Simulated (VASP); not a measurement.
# LaC2 with LDA: from relaxation to properties, part 4 of 5

What structure does LaC2 take at this level, and what are its properties? The start is a cell from a database of measured crystal structures.

VASP 6.6.1; LDA; plane waves and PAW (La, C).

Still holding for the runs below: This run has no spin polarisation. Its electron count is odd, so without a moment it is a metal by construction.

So far. Step 10 (Volume scan with LDA, volume scale 1): The run ends at a pressure of 0.00 GPa, with forces up to 0.0012 eV/Å.

**11. Volume scan with LDA, volume scale 1.02**

Input file INCAR:

```
SYSTEM = LaC2
PREC = Accurate
ENCUT = 520
EDIFF = 1E-06
NELM = 100
ISMEAR = 0
SIGMA = 0.05
LREAL = .FALSE.
ALGO = Normal
GGA = CA
NBANDS = 15
LASPH = .TRUE.
LORBIT = 11
LWAVE = .FALSE.
LCHARG = .FALSE.
KPAR = 2
ISIF = 2
```

Input file POSCAR:

```
LaC2
1.0
   -1.9430130612      1.9430130612      3.2683899799
    1.9430130612     -1.9430130612      3.2683899799
    1.9430130612      1.9430130612     -3.2683899799
La C
1 2
Direct
    0.0000000000      0.0000000000      0.0000000000
    0.4009451034      0.4009451034      0.0000000000
    0.5990548966      0.5990548966      0.0000000000
```

Input file KPOINTS:

```
Automatic mesh
0
Gamma
8 8 8
0 0 0
```

PAW data sets: La and C (LDA family, release 64).

Run with:

```sh
> mpirun -np 2 vasp_std
```

What it wrote:

```text
[... set-up lines as in an earlier step ...]
 entering main loop
       N       E                     dE             d eps       ncg     rms          rms(c)
DAV:   1     0.154131513507E+03    0.15413E+03   -0.72418E+03  1794   0.173E+03
DAV:   2    -0.208588312595E+01   -0.15622E+03   -0.14968E+03  2380   0.252E+02
DAV:   3    -0.276829068482E+02   -0.25597E+02   -0.24238E+02  3049   0.126E+02
DAV:   4    -0.288152857445E+02   -0.11324E+01   -0.11272E+01  2676   0.280E+01
[...]
DAV:  11    -0.261313396785E+02   -0.11411E-04   -0.12705E-04  2767   0.775E-02    0.225E-02
DAV:  12    -0.261313424039E+02   -0.27254E-05   -0.30130E-05  3131   0.551E-02    0.504E-03
DAV:  13    -0.261313420595E+02    0.34442E-06   -0.30892E-06  2326   0.166E-02
   1 F= -.26131342E+02 E0= -.26130772E+02  d E =-.114092E-02
```

The job ended after 12 s (2 MPI ranks of Intel Xeon Platinum 8488C (Sapphire Rapids), shared host; peak memory 0.36 GiB).

Parts of OUTCAR (step 11):

```text
  Total       -0.5418122     -0.5418122     -1.3579850      0.0000000      0.0000000      0.0000000
  in kB      -17.5879038    -17.5879038    -44.0818962      0.0000000      0.0000000      0.0000000
  external PRESSURE =     -26.4192346 kB  Pullay stress =       0.0000000 kB

 POSITION                                       TOTAL-FORCE (eV/Angst)
 -----------------------------------------------------------------------------------
      0.00000      0.00000      0.00000        -0.000000     -0.000000     -0.000000
      0.00000      0.00000      2.62089        -0.000000     -0.000000      0.440310
      0.00000      0.00000      3.91589         0.000000      0.000000     -0.440310
 -----------------------------------------------------------------------------------
    total drift:                                0.000000      0.000000      0.000000

  FREE ENERGIE OF THE ION-ELECTRON SYSTEM (eV)
  ---------------------------------------------------
  free  energy   TOTEN  =       -26.1313420595 eV

  energy  without entropy=      -26.1302011405  energy(sigma->0) =      -26.13077160

[... 1 part as in an earlier step ...]

[... 2 further parts left out ...]
[key lines of the parts left out:]
E-fermi :   7.3168
```

The pressure falls from 0.00 to -2.64 GPa.

The run ends at a pressure of -2.64 GPa, with forces up to 0.44 eV/Å.

**12. Volume scan with LDA, volume scale 1.04**

INCAR is that of step 11.

Input file POSCAR:

```
LaC2
1.0
   -1.9556303826      1.9556303826      3.2896138862
    1.9556303826     -1.9556303826      3.2896138862
    1.9556303826      1.9556303826     -3.2896138862
La C
1 2
Direct
    0.0000000000      0.0000000000      0.0000000000
    0.4009451034      0.4009451034      0.0000000000
    0.5990548966      0.5990548966      0.0000000000
```

KPOINTS is that of step 11.

Run with:

```sh
> mpirun -np 2 vasp_std
```

What it wrote:

```text
[... set-up lines as in an earlier step ...]
 entering main loop
       N       E                     dE             d eps       ncg     rms          rms(c)
DAV:   1     0.157769900781E+03    0.15777E+03   -0.72115E+03  1802   0.170E+03
DAV:   2    -0.311160380715E+01   -0.16088E+03   -0.15424E+03  2451   0.252E+02
DAV:   3    -0.276488391643E+02   -0.24537E+02   -0.23572E+02  3016   0.127E+02
DAV:   4    -0.287291567624E+02   -0.10803E+01   -0.10732E+01  2724   0.267E+01
[...]
DAV:  11    -0.261083486750E+02   -0.10727E-04   -0.10970E-04  2846   0.757E-02    0.216E-02
DAV:  12    -0.261083516099E+02   -0.29349E-05   -0.21017E-05  3198   0.435E-02    0.441E-03
DAV:  13    -0.261083514497E+02    0.16026E-06   -0.14622E-06  1976   0.131E-02
   1 F= -.26108351E+02 E0= -.26107793E+02  d E =-.111647E-02
```

The job ended after 12 s (2 MPI ranks; peak memory 0.37 GiB).

From OUTCAR (step 12):

```text
  Total       -1.0510915     -1.0510915     -2.6346790      0.0000000     -0.0000000      0.0000000
  in kB      -33.4635985    -33.4635985    -83.8802717      0.0000000     -0.0000000      0.0000000
  external PRESSURE =     -50.2691562 kB  Pullay stress =       0.0000000 kB

 POSITION                                       TOTAL-FORCE (eV/Angst)
 -----------------------------------------------------------------------------------
      0.00000      0.00000      0.00000        -0.000000     -0.000000      0.000000
      0.00000      0.00000      2.63791        -0.000000     -0.000000      0.853003
      0.00000      0.00000      3.94132         0.000000      0.000000     -0.853003
 -----------------------------------------------------------------------------------
    total drift:                                0.000000      0.000000      0.000000

  FREE ENERGIE OF THE ION-ELECTRON SYSTEM (eV)
  ---------------------------------------------------
  free  energy   TOTEN  =       -26.1083514497 eV

  energy  without entropy=      -26.1072349806  energy(sigma->0) =      -26.10779322

[... 1 part as in an earlier step ...]

[... 2 further parts left out ...]
[key lines of the parts left out:]
E-fermi :   7.1508
```

The pressure falls from -2.64 to -5.03 GPa.

The run ends at a pressure of -5.03 GPa, with forces up to 0.85 eV/Å.

**13. Volume scan with LDA, volume scale 1.06**

A prediction first. A parabola through the 6 pressures of evenly scaled cells so far, P = -0.01 -139.3 t +293 t² GPa with t = ln(V/V₁) and V₁ the volume at scale 1, gives -7.13 GPa at t = +0.0583.

INCAR is that of step 12.

Input file POSCAR:

```
LaC2
1.0
   -1.9680869629      1.9680869629      3.3105674058
    1.9680869629     -1.9680869629      3.3105674058
    1.9680869629      1.9680869629     -3.3105674058
La C
1 2
Direct
    0.0000000000      0.0000000000      0.0000000000
    0.4009451034      0.4009451034      0.0000000000
    0.5990548966      0.5990548966      0.0000000000
```

KPOINTS is that of step 12.

Run with:

```sh
> mpirun -np 2 vasp_std
```

What it wrote:

```text
[... set-up lines as in an earlier step ...]
 entering main loop
       N       E                     dE             d eps       ncg     rms          rms(c)
DAV:   1     0.153243225611E+03    0.15324E+03   -0.71312E+03  1818   0.172E+03
DAV:   2    -0.367208041068E+01   -0.15692E+03   -0.14902E+03  2468   0.249E+02
DAV:   3    -0.275299595213E+02   -0.23858E+02   -0.22663E+02  2971   0.124E+02
DAV:   4    -0.286313797563E+02   -0.11014E+01   -0.10960E+01  2674   0.271E+01
[...]
DAV:  11    -0.260716550776E+02   -0.11235E-04   -0.11365E-04  2727   0.759E-02    0.218E-02
DAV:  12    -0.260716581654E+02   -0.30879E-05   -0.24623E-05  3219   0.471E-02    0.447E-03
DAV:  13    -0.260716579211E+02    0.24436E-06   -0.26316E-06  2202   0.153E-02
   1 F= -.26071658E+02 E0= -.26071111E+02  d E =-.109439E-02
```

Elapsed: 12 s, on 2 MPI ranks; peak memory 0.37 GiB.

Parts of OUTCAR (step 13):

```text
  Total       -1.5292488     -1.5292488     -3.8406575      0.0000000      0.0000000      0.0000000
  in kB      -47.7680732    -47.7680732   -119.9679310      0.0000000      0.0000000      0.0000000
  external PRESSURE =     -71.8346925 kB  Pullay stress =       0.0000000 kB

 POSITION                                       TOTAL-FORCE (eV/Angst)
 -----------------------------------------------------------------------------------
      0.00000      0.00000      0.00000         0.000000      0.000000      0.000000
      0.00000      0.00000      2.65471        -0.000000     -0.000000      1.241410
      0.00000      0.00000      3.96642         0.000000      0.000000     -1.241410
 -----------------------------------------------------------------------------------
    total drift:                                0.000000      0.000000      0.000000

  FREE ENERGIE OF THE ION-ELECTRON SYSTEM (eV)
  ---------------------------------------------------
  free  energy   TOTEN  =       -26.0716579211 eV

  energy  without entropy=      -26.0705635305  energy(sigma->0) =      -26.07111073

[... 1 part as in an earlier step ...]

[... 2 further parts left out ...]
[key lines of the parts left out:]
E-fermi :   6.9904
```

The pressure falls from -5.03 to -7.18 GPa. The parabola predicted -7.13 GPa, +0.05 GPa off.

**14. Comparing the runs**

Times are for 2 MPI ranks of Intel Xeon Platinum 8488C (Sapphire Rapids), shared host. Results by setting:

```
no.  volume scale  energy above the lowest point (meV/atom)  pressure (GPa)  time  memory (GiB)
  1          0.94                                     28.27           9.735  12 s          0.36
  2          0.96                                      12.2           6.154  12 s          0.36
  3          0.98                                         3           2.920  12 s          0.36
  4             1                                         0       -0.004198  12 s          0.36
  5          1.02                                      2.59          -2.642  12 s          0.36
  6          1.04                                     10.25          -5.027  12 s          0.37
  7          1.06                                     22.48          -7.183  12 s          0.37
```

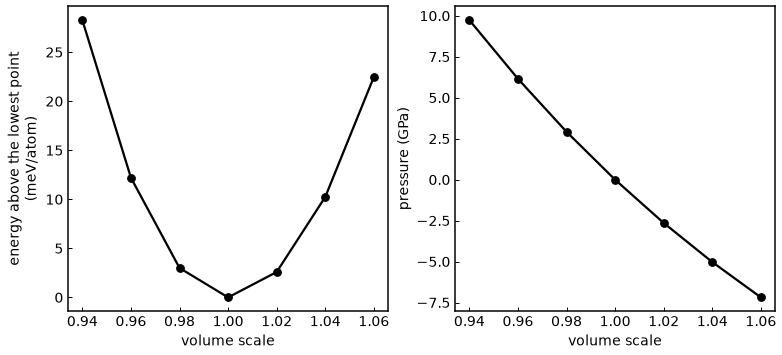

The series as plots.

**15. Fit for LDA**

This step: Birch-Murnaghan fit, LDA; plane waves and PAW (VASP 6.6.1).

This step runs nothing: it gathers the runs above.

Numbers from this step:

```
pressure derivative of the bulk modulus : 4.075
r.m.s. error of the fit                 : 1.03e-6 eV/atom
minimum inside the sampled range        : yes
bulk modulus                            : 138.7 GPa
equilibrium volume of the fit           : 16.14 Å³/atom
```

Energy above the fitted minimum against volume:

```
volume (Å³/atom)  energy above the fitted minimum (eV/atom)
          15.162                                     0.0283
          15.484                                     0.0122
          15.807                                    0.00300
          16.130                                     1.8e-6
          16.452                                    0.00260
          16.775                                     0.0103
          17.097                                     0.0225
```

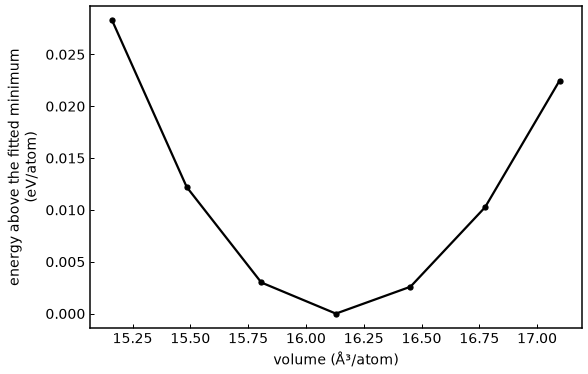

Energy above the fitted minimum against volume.

The fitted volume lies +0.04 % from the relaxed one. The atoms bear forces along the scan, since they were held; freeing them would lower the modulus.

**16. Electric field gradients (LDA)**

This step: LDA; plane waves and PAW (La, C) (VASP 6.6.1).

Field gradients probe how far the charge around each nucleus departs from cubic symmetry; LASPH keeps the non-spherical terms inside the spheres.

Edit INCAR of step 13 so:

```diff
@@ -3,3 +3,3 @@
 ENCUT = 520
-EDIFF = 1E-06
+EDIFF = 1E-07
 NELM = 100
@@ -16,2 +16,2 @@
 KPAR = 2
-ISIF = 2
+LEFG = .TRUE.
```

Input file POSCAR:

```
LaC2
1.0
   -1.9302297104      1.9302297104      3.2468867917
    1.9302297104     -1.9302297104      3.2468867917
    1.9302297104      1.9302297104     -3.2468867917
La C
1 2
Direct
    0.0000000000      0.0000000000      0.0000000000
    0.4009451034      0.4009451034      0.0000000000
    0.5990548966      0.5990548966      0.0000000000
```

KPOINTS is that of step 13.

Run with:

```sh
> mpirun -np 2 vasp_std
```

What it wrote:

```text
[... set-up lines as in an earlier step ...]
 entering main loop
       N       E                     dE             d eps       ncg     rms          rms(c)
[... 12 cycles as in an earlier step ...]
DAV:  13    -0.261391368310E+02    0.36220E-06   -0.42684E-06  2860   0.173E-02    0.155E-03
DAV:  14    -0.261391368493E+02   -0.18342E-07   -0.35633E-07  2562   0.503E-03
ion   1
     0.0000000     0.0000000     0.0000000    -0.9841510    -0.0000000    -0.0000000
     0.0000602     0.0000000     0.0000000    -0.9841510    -0.0000000    -0.0000000
     0.0000829     0.0000000     0.0000000    -0.9841510    -0.0000000    -0.0000000
     0.0001141     0.0000000     0.0000000    -0.9841510    -0.0000000    -0.0000000
     0.0001572     0.0000000     0.0000000    -0.9841509    -0.0000000    -0.0000000

     0.0000000    -0.0000000     0.0000000   133.4408403     0.0000000     0.0000000
     0.0000602    -0.0000000     0.0000000   133.4078703     0.0000000     0.0000000
     0.0000829    -0.0000000     0.0000000   133.3911668     0.0000000     0.0000000
     0.0001141    -0.0000000     0.0000000   133.3650893     0.0000000     0.0000000
     0.0001572    -0.0000000     0.0000000   133.3245599     0.0000000     0.0000000

ion   2
     0.0000000     0.0000000     0.0000000    39.1023349    -0.0000000    -0.0000000
     0.0000266     0.0000000     0.0000000    39.1023347    -0.0000000    -0.0000000
     0.0000367     0.0000000     0.0000000    39.1023345    -0.0000000    -0.0000000
     0.0000505     0.0000000     0.0000000    39.1023342    -0.0000000    -0.0000000
     0.0000695     0.0000000     0.0000000    39.1023337    -0.0000000    -0.0000000

     0.0000000     0.0000000     0.0000000    62.7767275    -0.0000000    -0.0000000
     0.0000266     0.0000000     0.0000000    62.7767225    -0.0000000    -0.0000000
     0.0000367     0.0000000     0.0000000    62.7767189    -0.0000000    -0.0000000
     0.0000505     0.0000000     0.0000000    62.7767127    -0.0000000    -0.0000000
     0.0000695     0.0000000     0.0000000    62.7767023    -0.0000000    -0.0000000

ion   3
     0.0000000     0.0000000     0.0000000    39.1023349    -0.0000000    -0.0000000
     0.0000266     0.0000000     0.0000000    39.1023347    -0.0000000    -0.0000000
     0.0000367     0.0000000     0.0000000    39.1023345    -0.0000000    -0.0000000
     0.0000505     0.0000000     0.0000000    39.1023342    -0.0000000    -0.0000000
     0.0000695     0.0000000     0.0000000    39.1023337    -0.0000000    -0.0000000

     0.0000000     0.0000000     0.0000000    62.7767275    -0.0000000    -0.0000000
     0.0000266     0.0000000     0.0000000    62.7767225    -0.0000000    -0.0000000
     0.0000367     0.0000000     0.0000000    62.7767189    -0.0000000    -0.0000000
     0.0000505     0.0000000     0.0000000    62.7767127    -0.0000000    -0.0000000
     0.0000695     0.0000000     0.0000000    62.7767023    -0.0000000    -0.0000000

   1 F= -.26139137E+02 E0= -.26138553E+02  d E =-.116773E-02
```

The job ended after 13 s (2 MPI ranks; peak memory 0.36 GiB; 24 s of CPU time).

Parts of OUTCAR (step 16):

```text
   NELECT =      19.0000    total number of electrons

 E-fermi :   7.4885

 k-point     1 :       0.0000    0.0000    0.0000
  band No.  band energies     occupation
    ...
      7       2.8195      2.00000
      8       4.3851      2.00000
      9       4.3851      2.00000
     10       7.4219      1.94026
     11       7.4219      1.94026
     12       8.0629      0.00000
     13       9.5435      0.00000
     14      10.2267      0.00000
     15      10.3026      0.00000

  Total        0.0007448      0.0007448     -0.0014352      0.0000000      0.0000000      0.0000000
  in kB        0.0246617      0.0246617     -0.0475189      0.0000000      0.0000000      0.0000000
  external PRESSURE =       0.0006015 kB  Pullay stress =       0.0000000 kB

 POSITION                                       TOTAL-FORCE (eV/Angst)
 -----------------------------------------------------------------------------------
      0.00000      0.00000      0.00000        -0.000000     -0.000000     -0.000000
      0.00000      0.00000      2.60365         0.000000      0.000000      0.000611
      0.00000      0.00000      3.89013        -0.000000     -0.000000     -0.000611
 -----------------------------------------------------------------------------------
    total drift:                                0.000000      0.000000      0.000000

  FREE ENERGIE OF THE ION-ELECTRON SYSTEM (eV)
  ---------------------------------------------------
  free  energy   TOTEN  =       -26.1391368493 eV

  energy  without entropy=      -26.1379691198  energy(sigma->0) =      -26.13855298

 Electric field gradients after diagonalization (V/A^2)
 (convention: |V_zz| > |V_xx| > |V_yy|)
----------------------------------------------------------------------
 ion       V_xx      V_yy      V_zz     asymmetry (V_yy - V_xx)/ V_zz
----------------------------------------------------------------------
   1      84.262    84.261  -168.523       0.000
   2      33.785    33.785   -67.570       0.000
   3      33.785    33.785   -67.570       0.000
----------------------------------------------------------------------

[... 9 parts as in an earlier step ...]

[... 8 further parts left out ...]
```

Numbers from this step:

```yaml
electronic_steps: 14
free_energy_toten: -26.14 eV
energy_at_zero_smearing: -26.14 eV
fermi_energy: 7.489 eV
pressure: 6.02e-5 GPa
```

Electric field gradients, by row:

```
atom  Vxx (V/Å²)  Vyy (V/Å²)  Vzz (V/Å²)  asymmetry
 La1       84.26       84.26      -168.5          0
  C2       33.78       33.78      -67.57          0
  C3       33.78       33.78      -67.57          0
```

The largest gradient, -168.52 V/Å², sits on La1; times the quadrupole moment of a nucleus that has one, it gives the coupling that NMR and NQR see.

(Continued in part 5 of 5.)

[Lines on the potential files, build, host, timing and source positions are cut from VASP's logs without a mark.]

[Logs are printed without paths, hosts, clocks, repeated set-up lines and the standing remarks that a program may print on its own settings, such as how far it seeks lower states.]

[Hosts, paths, dates, database ids (printed as entryN), source tags and the programs' standing remarks are cut or masked in the printed files.]

[A measured line is paired with the nearest computed mode of its activity, which favours agreement.]
